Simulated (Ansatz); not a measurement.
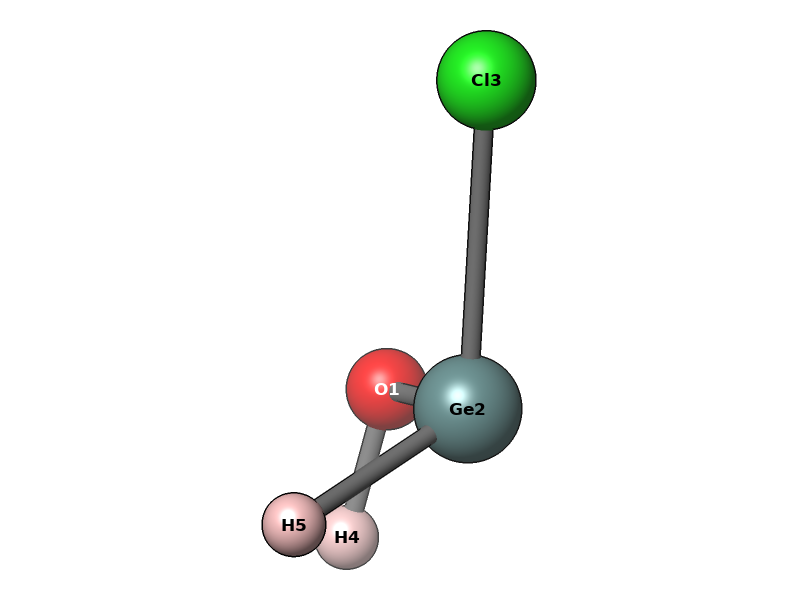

The picture comes from a calculation with Ansatz.

O1 lies behind Ge2. The molecule seen a little off the Ge2–O1 bond, Ge2 in front. Depth is shown by fading: the farther an atom, the more it takes the colour of the background. State: neutral, doublet. Geometry: atoms displaced at random (about 0.04 Å) from a stationary point of PBE0-D4.

What is the torsion angle Cl3–Ge2–O1–H4? The sign is positive where the front bond must turn clockwise to cover the back bond.

Answer. −169°, antiperiplanar (anti).
